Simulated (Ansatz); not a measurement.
## Li27CO2: geometry relaxation (part 1 of 5)

The run: geometry relaxation of Li27CO2 (slab, 30 atoms in the cell). Method and program: DFT PBEsol, scalar-relativistic, plane waves, PAW, no spin polarisation (Ansatz 0.2.0).

The input holds or restrains some coordinates. Forces given for the steps count only the free coordinates. It belongs to a series of runs on one base structure; here: end point A relaxed.

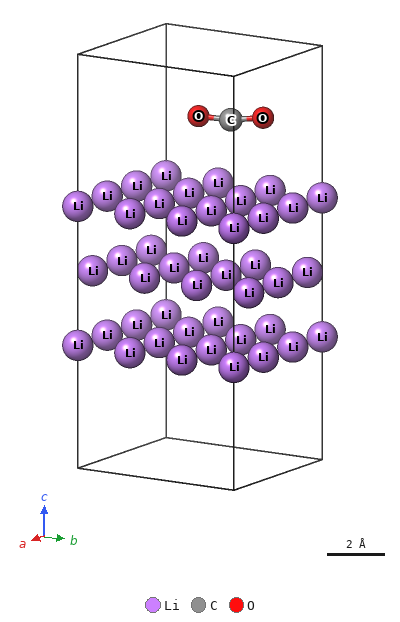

Fig. 1: The structure as given in the input (ball-and-stick view of the cell of the calculation, with the vacuum cut short, seen slightly off an axis). An atom can appear more than once, as a periodic image.

### The input
```yaml
crystal:
  lattice:
    - [10.47, 0.0, 0.0]
    - [5.235, 7.403408, 0.0]
    - [0.0, 0.0, 15.935605]
  atoms:
    - { symbol: Li, position: [0.0, 0.0, 0.0627526] }
    - { symbol: Li, position: [0.3333333, 0.0, 0.0627526] }
    - { symbol: Li, position: [0.6666667, 0.0, 0.0627526] }
    - { symbol: Li, position: [0.0, 0.3333333, 0.0627526] }
    - { symbol: Li, position: [0.3333333, 0.3333333, 0.0627526] }
    - { symbol: Li, position: [0.6666667, 0.3333333, 0.0627526] }
    - { symbol: Li, position: [0.0, 0.6666667, 0.0627526] }
    - { symbol: Li, position: [0.3333333, 0.6666667, 0.0627526] }
    - { symbol: Li, position: [0.6666667, 0.6666667, 0.0627526] }
    - { symbol: Li, position: [-0.1666667, 0.3333333, 0.2176135] }
    - { symbol: Li, position: [0.1666667, 0.3333333, 0.2176135] }
    - { symbol: Li, position: [0.5, 0.3333333, 0.2176135] }
    - { symbol: Li, position: [-0.1666667, 0.6666667, 0.2176135] }
    - { symbol: Li, position: [0.1666667, 0.6666667, 0.2176135] }
    - { symbol: Li, position: [0.5, 0.6666667, 0.2176135] }
    - { symbol: Li, position: [-0.1666667, 1.0, 0.2176135] }
    - { symbol: Li, position: [0.1666667, 1.0, 0.2176135] }
    - { symbol: Li, position: [0.5, 1.0, 0.2176135] }
    - { symbol: Li, position: [0.0, 0.0, 0.3724744] }
    - { symbol: Li, position: [0.3333333, 0.0, 0.3724744] }
    - { symbol: Li, position: [0.6666667, 0.0, 0.3724744] }
    - { symbol: Li, position: [0.0, 0.3333333, 0.3724744] }
    - { symbol: Li, position: [0.3333333, 0.3333333, 0.3724744] }
    - { symbol: Li, position: [0.6666667, 0.3333333, 0.3724744] }
    - { symbol: Li, position: [0.0, 0.6666667, 0.3724744] }
    - { symbol: Li, position: [0.3333333, 0.6666667, 0.3724744] }
    - { symbol: Li, position: [0.6666667, 0.6666667, 0.3724744] }
    - { symbol: C, position: [0.2272702, 0.5432002, 0.5393962] }
    - { symbol: O, position: [0.1401427, 0.7007959, 0.5456715] }
    - { symbol: O, position: [0.3143976, 0.3856045, 0.5456715] }
basis:
  ecutwfc: 420.0
kpoints:
  mp_grid: { grid: [2, 2, 1] }
hamiltonian:
  xc: pbesol
scf:
  occupations: { method: gaussian, width: 0.15 }
  lower_state_search: "off"
relax:
  f_tol: 0.03
  max_steps: 60
  adjacent_minimum: "off"
  constraints: [{ sites: [0, 1, 2, 3, 4, 5, 6, 7, 8] }]
output:
  write_density: true
  write_potential: true
  elf: true
  volumetric_format: npy
```

Command:
```bash
ansatz run input.yaml --threads 2 --pin off --max-ram 5120MiB --backend cpu --events-out ev --progress --plain --runs-dir out
```

### What the program printed
```
Engine: ansatz 0.2.0, x86_64-unknown-linux-gnu
Pseudopotentials: kind: paw
Pseudopotential: Li, paw, valence charge 3, recommended cutoff 420 eV (normal), Li.paw.azcp
Pseudopotential: C, paw, valence charge 4, recommended cutoff 420 eV (normal), C.paw.azcp
Pseudopotential: O, paw, valence charge 6, recommended cutoff 420 eV (normal), O.paw.azcp
Functional definition: PBEsol
  exchange = pbesol_x
  correlation = pbesol_c
Crystal: 30 atoms, lattice volume = 1235.227 Å³
Basis set: ecut = 420 eV, 24153 PW (Γ), exchange–correlation on 144×128×216 points (8 copies of the dense FFT grid, shifted against one another)
Bands: 79, of which v1, the nominal top of the filled ones, is band 49 counted from 1 (48 counted from 0)
Symmetry: 1 space group operations
Space group: P1 (ITA 1), of the structure as read, at distance tolerance 1.1e-4 Å
k-points: 4
Non-local potential: Li, projectors of the file, l = 0: 3, l = 1: 2, l = 2: 1
Non-local potential: C, projectors of the file, l = 0: 2, l = 1: 2, l = 2: 1
Non-local potential: O, projectors of the file, l = 0: 2, l = 1: 2, l = 2: 1
PAW form: soft (Blöchl's): semilocal exchange-correlation on the pseudo side does not see the compensation charge
PAW frozen core: C, regenerated for the run's functional, and the local potential with it (the file was generated under x = pbe(κ = 0.804, μ = 0.2195149727645171), c = pbe(β = 0.06672455060314922))
PAW frozen core: O, regenerated for the run's functional, and the local potential with it (the file was generated under x = pbe(κ = 0.804, μ = 0.2195149727645171), c = pbe(β = 0.06672455060314922))
PAW one-centre angular grid: Li, 110 points (default); XC on 64 Gauss nodes
PAW one-centre angular grid: C, 110 points (default); XC on 64 Gauss nodes
PAW one-centre angular grid: O, 110 points (default); XC on 64 Gauss nodes
Initial density: superposition of atomic densities (neutral atoms: chi_scale 0, normalization atom), corrected by the library's trained network
Initial wavefunctions: pseudopotential atomic-orbital guess
Functional: x = pbesol(κ = 0.804, μ = 0.12345679012345678), c = pbesol(β = 0.046)
SCF iter   1: F=—  HF=-6843.000264 eV  |F-HF|=—  |Δ(HF+E_count)|=         —  Δρ=3.43e-3  dr2=4.88e-1  ethr=1.77e-3  ⟨swp⟩=13.5  Hψ=2211  notcnv=0  defer=1
preconditioner: auto → LDOS  [metal: Δε(μ)=0.088 eV  Ē_g=3.877 eV  σ=0.150 eV  W_gap=0.32  n_scr=118 (ndim 8)  ℏωp=5.9 eV  f_vac=0.375  D(μ)=18.12/eV (n_scr^D=92)  β→1.0]
SCF iter   2: F=—  HF=-6842.911800 eV  |F-HF|=—  |Δ(HF+E_count)|=   8.85e-2  Δρ=2.08e-3  dr2=9.27e-2  ethr=5.03e-4  ⟨swp⟩=2.2  Hψ=488  notcnv=0  defer=47
SCF iter   3: F=—  HF=-6842.900469 eV  |F-HF|=—  |Δ(HF+E_count)|=   1.13e-2  Δρ=8.79e-4  dr2=1.84e-2  ethr=9.55e-5  ⟨swp⟩=2.5  Hψ=448  notcnv=0  defer=34
SCF iter   4: F=—  HF=-6842.898707 eV  |F-HF|=—  |Δ(HF+E_count)|=   1.76e-3  Δρ=8.64e-4  dr2=8.90e-3  ethr=1.90e-5  ⟨swp⟩=3.0  Hψ=306  notcnv=0  defer=34
SCF iter   5: F=—  HF=-6842.896727 eV  |F-HF|=—  |Δ(HF+E_count)|=   1.98e-3  Δρ=1.24e-4  dr2=5.07e-4  ethr=9.18e-6  ⟨swp⟩=2.0  Hψ=305  notcnv=0  defer=35
SCF iter   6: F=—  HF=-6842.896738 eV  |F-HF|=—  |Δ(HF+E_count)|=   1.06e-5  Δρ=4.42e-5  dr2=5.05e-5  ethr=5.23e-7  ⟨swp⟩=2.0  Hψ=377  notcnv=0  defer=39
SCF iter   7: F=-6842.896744 eV  HF=-6842.896746 eV  |F-HF|=1.86e-6  |Δ(HF+E_count)|=   8.45e-6  Δρ=1.45e-5  dr2=4.42e-6  ethr=2.32e-8  ⟨swp⟩=11.8  Hψ=2098  notcnv=0
SCF 1 converged in 7 iterations: F = -6842.896744 eV  dr2 = 4.42e-6
  greatest PAW one-centre occupation: 0.999 electrons in one spin orbital (limit 2), on the Li atom at site 20 (counted from 0), in its partial waves of l = 0
relax step   1: F+E_penalty+E_count = -6842.89674413 eV  Δ(F+E_penalty+E_count) = +0.000e0 eV  max|allowed force component| = 5.020e-1 eV/Å  Δτ_max = 0.0000 Å  (7 SCF iters, dr2 threshold 2.25e-5 eV, accepted)
Initial density: handed on by an earlier stage of this run
Initial wavefunctions: those handed on with the density
iter 1 solved again at ethr=9.97e-4 eV; its pass at ethr=3.10e-3 eV (dr2=9.67e-1 eV) is discarded
SCF iter   1: F=—  HF=-6843.072450 eV  |F-HF|=—  |Δ(HF+E_count)|=         —  Δρ=3.25e-3  dr2=9.61e-1  ethr=9.97e-4  ⟨swp⟩=1.0  Hψ=1094  notcnv=0  defer=69
preconditioner: auto → LDOS  [metal: Δε(μ)=0.086 eV  Ē_g=3.974 eV  σ=0.150 eV  W_gap=0.30  n_scr=118 (ndim 8)  ℏωp=5.9 eV  f_vac=0.372  D(μ)=23.96/eV (n_scr^D=138)  β→1.0]
SCF iter   2: F=—  HF=-6842.983156 eV  |F-HF|=—  |Δ(HF+E_count)|=   8.93e-2  Δρ=1.28e-3  dr2=6.30e-2  ethr=9.91e-4  ⟨swp⟩=2.0  Hψ=305  notcnv=0  defer=69
SCF iter   3: F=—  HF=-6842.981301 eV  |F-HF|=—  |Δ(HF+E_count)|=   1.86e-3  Δρ=8.52e-4  dr2=1.58e-2  ethr=6.49e-5  ⟨swp⟩=2.0  Hψ=424  notcnv=0  defer=68
SCF iter   4: F=—  HF=-6842.979653 eV  |F-HF|=—  |Δ(HF+E_count)|=   1.65e-3  Δρ=6.50e-4  dr2=5.75e-3  ethr=1.63e-5  ⟨swp⟩=2.0  Hψ=280  notcnv=0  defer=68
SCF iter   5: F=—  HF=-6842.978680 eV  |F-HF|=—  |Δ(HF+E_count)|=   9.73e-4  Δρ=1.83e-4  dr2=5.53e-4  ethr=5.93e-6  ⟨swp⟩=2.0  Hψ=280  notcnv=0  defer=68
SCF iter   6: F=—  HF=-6842.978635 eV  |F-HF|=—  |Δ(HF+E_count)|=   4.50e-5  Δρ=3.78e-5  dr2=5.32e-5  ethr=5.70e-7  ⟨swp⟩=2.0  Hψ=337  notcnv=0  defer=68
SCF iter   7: F=-6842.978641 eV  HF=-6842.978643 eV  |F-HF|=2.27e-6  |Δ(HF+E_count)|=   8.47e-6  Δρ=1.29e-5  dr2=4.43e-6  ethr=1.62e-8  ⟨swp⟩=11.8  Hψ=2091  notcnv=0
SCF 2 converged in 7 iterations: F = -6842.978641 eV  dr2 = 4.43e-6
  greatest PAW one-centre occupation: 0.999 electrons in one spin orbital (limit 2), on the Li atom at site 14 (counted from 0), in its partial waves of l = 0
relax step   2: F+E_penalty+E_count = -6842.97864091 eV  Δ(F+E_penalty+E_count) = -8.190e-2 eV  max|allowed force component| = 5.468e-1 eV/Å  Δτ_max = 0.1949 Å  (7 SCF iters, dr2 threshold 1.57e-5 eV, accepted)
iter 1 solved again at ethr=1.30e-3 eV; its pass at ethr=3.10e-3 eV (dr2=1.26e0 eV) is discarded
SCF iter   1: F=—  HF=-6843.140443 eV  |F-HF|=—  |Δ(HF+E_count)|=         —  Δρ=4.33e-3  dr2=1.26e0  ethr=1.30e-3  ⟨swp⟩=1.0  Hψ=1146  notcnv=0  defer=63
preconditioner: auto → LDOS  [metal: Δε(μ)=0.089 eV  Ē_g=3.991 eV  σ=0.150 eV  W_gap=0.32  n_scr=118 (ndim 8)  ℏωp=5.9 eV  f_vac=0.379  D(μ)=25.92/eV (n_scr^D=154)  β→1.0]
SCF iter   2: F=—  HF=-6843.026790 eV  |F-HF|=—  |Δ(HF+E_count)|=   1.14e-1  Δρ=2.07e-3  dr2=1.22e-1  ethr=1.30e-3  ⟨swp⟩=2.0  Hψ=285  notcnv=0  defer=63
SCF iter   3: F=—  HF=-6843.029682 eV  |F-HF|=—  |Δ(HF+E_count)|=   2.89e-3  Δρ=2.50e-3  dr2=9.01e-2  ethr=1.25e-4  ⟨swp⟩=2.5  Hψ=338  notcnv=0  defer=61
SCF iter   4: F=—  HF=-6843.015077 eV  |F-HF|=—  |Δ(HF+E_count)|=   1.46e-2  Δρ=8.84e-4  dr2=1.48e-2  ethr=9.29e-5  ⟨swp⟩=2.0  Hψ=312  notcnv=0  defer=61
SCF iter   5: F=—  HF=-6843.013171 eV  |F-HF|=—  |Δ(HF+E_count)|=   1.91e-3  Δρ=1.69e-4  dr2=8.52e-4  ethr=1.52e-5  ⟨swp⟩=2.0  Hψ=379  notcnv=0  defer=67
SCF iter   6: F=—  HF=-6843.013161 eV  |F-HF|=—  |Δ(HF+E_count)|=   9.69e-6  Δρ=6.45e-5  dr2=9.62e-5  ethr=8.79e-7  ⟨swp⟩=2.0  Hψ=329  notcnv=0  defer=67
[...]
  greatest PAW one-centre occupation: 1.000 electrons in one spin orbital (limit 2), on the Li atom at site 14 (counted from 0), in its partial waves of l = 0
relax step   3: F+E_penalty+E_count = -6843.01316895 eV  Δ(F+E_penalty+E_count) = -3.453e-2 eV  max|allowed force component| = 6.395e-1 eV/Å  Δτ_max = 0.1825 Å  (8 SCF iters, dr2 threshold 1.87e-5 eV, accepted)
preconditioner: auto → LDOS  [metal: Δε(μ)=0.037 eV  Ē_g=3.966 eV  σ=0.150 eV  W_gap=0.14  n_scr=118 (ndim 8)  ℏωp=5.9 eV  f_vac=0.378  D(μ)=25.39/eV (n_scr^D=154)  β→1.0]
relax step   4: F+E_penalty+E_count = -6843.02563039 eV  Δ(F+E_penalty+E_count) = -1.246e-2 eV  max|allowed force component| = 1.673e0 eV/Å  Δτ_max = 0.1888 Å  (6 SCF iters, dr2 threshold 1.00e-4 eV, accepted)
preconditioner: auto → LDOS  [metal: Δε(μ)=0.056 eV  Ē_g=4.012 eV  σ=0.150 eV  W_gap=0.21  n_scr=118 (ndim 8)  ℏωp=5.9 eV  f_vac=0.373  D(μ)=23.21/eV (n_scr^D=130)  β→1.0]
  greatest PAW one-centre occupation: 1.000 electrons in one spin orbital (limit 2), on the Li atom at site 12 (counted from 0), in its partial waves of l = 0
relax step   5: F+E_penalty+E_count = -6843.10300030 eV  Δ(F+E_penalty+E_count) = -7.737e-2 eV  max|allowed force component| = 5.169e-1 eV/Å  Δτ_max = 0.1896 Å  (6 SCF iters, dr2 threshold 1.00e-4 eV, accepted)
preconditioner: auto → LDOS  [metal: Δε(μ)=0.032 eV  Ē_g=3.976 eV  σ=0.150 eV  W_gap=0.12  n_scr=118 (ndim 8)  ℏωp=5.9 eV  f_vac=0.373  D(μ)=22.21/eV (n_scr^D=122)  β→1.0]
  greatest PAW one-centre occupation: 1.000 electrons in one spin orbital (limit 2), on the Li atom at site 22 (counted from 0), in its partial waves of l = 0
relax step   6: F+E_penalty+E_count = -6843.11219310 eV  Δ(F+E_penalty+E_count) = -9.193e-3 eV  max|allowed force component| = 5.323e-1 eV/Å  Δτ_max = 0.1900 Å  (7 SCF iters, dr2 threshold 2.55e-5 eV, accepted)
preconditioner: auto → LDOS  [metal: Δε(μ)=0.041 eV  Ē_g=3.979 eV  σ=0.150 eV  W_gap=0.15  n_scr=118 (ndim 8)  ℏωp=5.9 eV  f_vac=0.371  D(μ)=22.29/eV (n_scr^D=122)  β→1.0]
relax step   7: F+E_penalty+E_count = -6843.12712769 eV  Δ(F+E_penalty+E_count) = -1.493e-2 eV  max|allowed force component| = 1.340e-1 eV/Å  Δτ_max = 0.0961 Å  (6 SCF iters, dr2 threshold 2.70e-5 eV, accepted)
preconditioner: auto → LDOS  [metal: Δε(μ)=0.047 eV  Ē_g=3.982 eV  σ=0.150 eV  W_gap=0.18  n_scr=118 (ndim 8)  ℏωp=5.9 eV  f_vac=0.371  D(μ)=22.47/eV (n_scr^D=122)  β→1.0]
relax step   8: F+E_penalty+E_count = -6843.13032786 eV  Δ(F+E_penalty+E_count) = -3.200e-3 eV  max|allowed force component| = 1.312e-1 eV/Å  Δτ_max = 0.0710 Å  (7 SCF iters, dr2 threshold 1.14e-6 eV, accepted)
preconditioner: auto → LDOS  [metal: Δε(μ)=0.047 eV  Ē_g=3.979 eV  σ=0.150 eV  W_gap=0.18  n_scr=118 (ndim 8)  ℏωp=5.9 eV  f_vac=0.370  D(μ)=22.29/eV (n_scr^D=122)  β→1.0]
relax step   9: F+E_penalty+E_count = -6843.13293869 eV  Δ(F+E_penalty+E_count) = -2.611e-3 eV  max|allowed force component| = 3.067e-2 eV/Å  Δτ_max = 0.1044 Å  (7 SCF iters, dr2 threshold 1.09e-6 eV, accepted)
preconditioner: auto → LDOS  [metal: Δε(μ)=0.047 eV  Ē_g=3.967 eV  σ=0.150 eV  W_gap=0.17  n_scr=118 (ndim 8)  ℏωp=5.9 eV  f_vac=0.369  D(μ)=21.78/eV (n_scr^D=118)  β→1.0]
relax step  10: F+E_penalty+E_count = -6843.13126862 eV  Δ(F+E_penalty+E_count) = +1.670e-3 eV  max|allowed force component| = 5.230e-1 eV/Å  Δτ_max = 0.1958 Å  (9 SCF iters, rejected (line search))
preconditioner: auto → LDOS  [metal: Δε(μ)=0.053 eV  Ē_g=3.980 eV  σ=0.150 eV  W_gap=0.20  n_scr=118 (ndim 8)  ℏωp=5.9 eV  f_vac=0.370  D(μ)=22.04/eV (n_scr^D=122)  β→1.0]
relax step  11: F+E_penalty+E_count = -6843.13377166 eV  Δ(F+E_penalty+E_count) = -8.330e-4 eV  max|allowed force component| = 9.836e-2 eV/Å  Δτ_max = 0.0366 Å  (9 SCF iters, accepted)
preconditioner: auto → LDOS  [metal: Δε(μ)=0.054 eV  Ē_g=3.975 eV  σ=0.150 eV  W_gap=0.20  n_scr=118 (ndim 8)  ℏωp=5.9 eV  f_vac=0.369  D(μ)=21.60/eV (n_scr^D=118)  β→1.0]
relax step  12: F+E_penalty+E_count = -6843.13652824 eV  Δ(F+E_penalty+E_count) = -2.757e-3 eV  max|allowed force component| = 2.032e-1 eV/Å  Δτ_max = 0.0976 Å  (9 SCF iters, accepted)
preconditioner: auto → LDOS  [metal: Δε(μ)=0.085 eV  Ē_g=3.962 eV  σ=0.150 eV  W_gap=0.31  n_scr=118 (ndim 8)  ℏωp=5.9 eV  f_vac=0.368  D(μ)=19.89/eV (n_scr^D=106)  β→1.0]
  greatest PAW one-centre occupation: 1.000 electrons in one spin orbital (limit 2), on the Li atom at site 13 (counted from 0), in its partial waves of l = 0
relax step  13: F+E_penalty+E_count = -6843.14264785 eV  Δ(F+E_penalty+E_count) = -6.120e-3 eV  max|allowed force component| = 5.936e-1 eV/Å  Δτ_max = 0.1467 Å  (6 SCF iters, dr2 threshold 4.13e-5 eV, accepted)
preconditioner: auto → LDOS  [metal: Δε(μ)=0.074 eV  Ē_g=3.949 eV  σ=0.150 eV  W_gap=0.27  n_scr=118 (ndim 8)  ℏωp=5.9 eV  f_vac=0.367  D(μ)=17.91/eV (n_scr^D=92)  β→1.0]
relax step  14: F+E_penalty+E_count = -6843.14318374 eV  Δ(F+E_penalty+E_count) = -5.359e-4 eV  max|allowed force component| = 9.815e-1 eV/Å  Δτ_max = 0.1570 Å  (6 SCF iters, dr2 threshold 1.00e-4 eV, accepted)
preconditioner: auto → LDOS  [metal: Δε(μ)=0.084 eV  Ē_g=3.960 eV  σ=0.150 eV  W_gap=0.31  n_scr=118 (ndim 8)  ℏωp=5.9 eV  f_vac=0.368  D(μ)=18.04/eV (n_scr^D=92)  β→1.0]
  greatest PAW one-centre occupation: 0.999 electrons in one spin orbital (limit 2), on the Li atom at site 13 (counted from 0), in its partial waves of l = 0
relax step  15: F+E_penalty+E_count = -6843.15296244 eV  Δ(F+E_penalty+E_count) = -9.779e-3 eV  max|allowed force component| = 7.123e-1 eV/Å  Δτ_max = 0.0431 Å  (5 SCF iters, dr2 threshold 1.00e-4 eV, accepted)
preconditioner: auto → LDOS  [metal: Δε(μ)=0.082 eV  Ē_g=3.970 eV  σ=0.150 eV  W_gap=0.30  n_scr=118 (ndim 8)  ℏωp=5.9 eV  f_vac=0.369  D(μ)=17.40/eV (n_scr^D=84)  β→1.0]
relax step  16: F+E_penalty+E_count = -6843.16545339 eV  Δ(F+E_penalty+E_count) = -1.249e-2 eV  max|allowed force component| = 3.572e-2 eV/Å  Δτ_max = 0.0747 Å  (5 SCF iters, dr2 threshold 1.00e-4 eV, accepted)
preconditioner: auto → LDOS  [metal: Δε(μ)=0.084 eV  Ē_g=3.969 eV  σ=0.150 eV  W_gap=0.31  n_scr=118 (ndim 8)  ℏωp=5.9 eV  f_vac=0.370  D(μ)=17.33/eV (n_scr^D=84)  β→1.0]
relax step  17: F+E_penalty+E_count = -6843.16547469 eV  Δ(F+E_penalty+E_count) = -2.130e-5 eV  max|allowed force component| = 3.434e-2 eV/Å  Δτ_max = 0.0000 Å  (5 SCF iters, accepted)
preconditioner: auto → LDOS  [metal: Δε(μ)=0.080 eV  Ē_g=3.964 eV  σ=0.150 eV  W_gap=0.30  n_scr=118 (ndim 8)  ℏωp=5.9 eV  f_vac=0.370  D(μ)=16.19/eV (n_scr^D=82)  β→1.0]
relax step  18: F+E_penalty+E_count = -6843.16598901 eV  Δ(F+E_penalty+E_count) = -5.143e-4 eV  max|allowed force component| = 7.660e-2 eV/Å  Δτ_max = 0.0976 Å  (8 SCF iters, accepted)
preconditioner: auto → LDOS  [metal: Δε(μ)=0.085 eV  Ē_g=3.968 eV  σ=0.150 eV  W_gap=0.31  n_scr=118 (ndim 8)  ℏωp=5.9 eV  f_vac=0.370  D(μ)=16.74/eV (n_scr^D=82)  β→1.0]
relax step  19: F+E_penalty+E_count = -6843.16754726 eV  Δ(F+E_penalty+E_count) = -1.558e-3 eV  max|allowed force component| = 8.814e-2 eV/Å  Δτ_max = 0.0390 Å  (5 SCF iters, dr2 threshold 5.42e-6 eV, accepted)
preconditioner: auto → LDOS  [metal: Δε(μ)=0.083 eV  Ē_g=3.968 eV  σ=0.150 eV  W_gap=0.30  n_scr=118 (ndim 8)  ℏωp=5.9 eV  f_vac=0.370  D(μ)=16.86/eV (n_scr^D=82)  β→1.0]
relax step  20: F+E_penalty+E_count = -6843.16791763 eV  Δ(F+E_penalty+E_count) = -3.704e-4 eV  max|allowed force component| = 3.800e-2 eV/Å  Δτ_max = 0.0163 Å  (5 SCF iters, dr2 threshold 7.77e-6 eV, accepted)
preconditioner: auto → LDOS  [metal: Δε(μ)=0.083 eV  Ē_g=3.970 eV  σ=0.150 eV  W_gap=0.30  n_scr=118 (ndim 8)  ℏωp=5.9 eV  f_vac=0.370  D(μ)=16.91/eV (n_scr^D=82)  β→1.0]
relax step  21: F+E_penalty+E_count = -6843.16833632 eV  Δ(F+E_penalty+E_count) = -4.187e-4 eV  max|allowed force component| = 3.565e-2 eV/Å  Δτ_max = 0.0508 Å  (8 SCF iters, accepted)
preconditioner: auto → LDOS  [metal: Δε(μ)=0.082 eV  Ē_g=3.967 eV  σ=0.150 eV  W_gap=0.30  n_scr=118 (ndim 8)  ℏωp=5.9 eV  f_vac=0.370  D(μ)=16.81/eV (n_scr^D=82)  β→1.0]
relax step  22: F+E_penalty+E_count = -6843.16840506 eV  Δ(F+E_penalty+E_count) = -6.874e-5 eV  max|allowed force component| = 2.133e-2 eV/Å  Δτ_max = 0.0197 Å  (7 SCF iters, accepted)
```

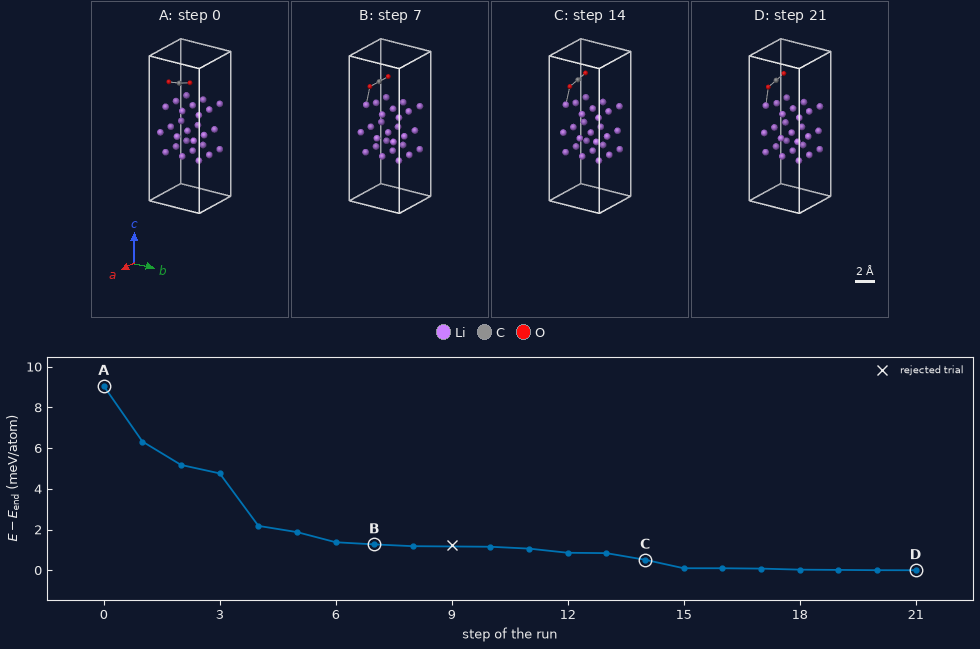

Fig. 2: Frames of the restrained relaxation (ball-and-stick view of the cell of the calculation, with the vacuum cut short (origin shifted), seen slightly off an axis) above the curves, on which the letters mark them (the first geometry is step 0 here and step 1 in the log).

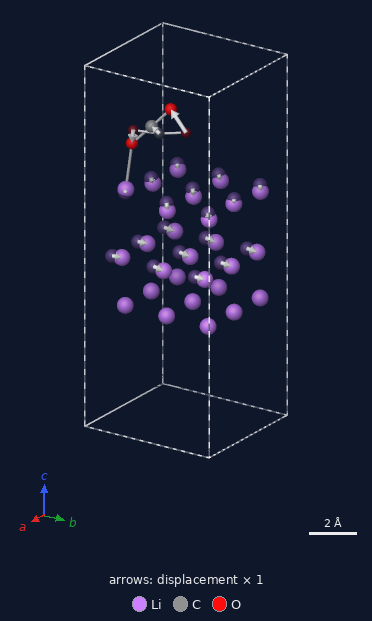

Fig. 3: Start (faint) and end (solid) with the displacements as white arrows, at true length (ball-and-stick view of the cell of the calculation, with the vacuum cut short (origin shifted), seen slightly off an axis). O29 moves most: 1.20 Å. By element the largest moves are O 1.20 Å, Li 0.50 Å, C 0.47 Å. The cell stays as it was. Among the contacts that change: Li23–O30 2.788 → 2.052 Å, C28–O29 1.174 → 1.161 Å. New bonds form: Li23–O30 (2.79 → 2.05 Å). Among the angles that change: O29–C28–O30 170.2° → 178.5°. The energy falls by 9.1 meV per atom in 21 geometry steps. Largest force component: 0.5 eV/Å at the start, 0.021 eV/Å at the end. The line search rejected the trial step at point 9 (counted from 0) and went back. (Atoms are counted from 1 in the order of the input.)
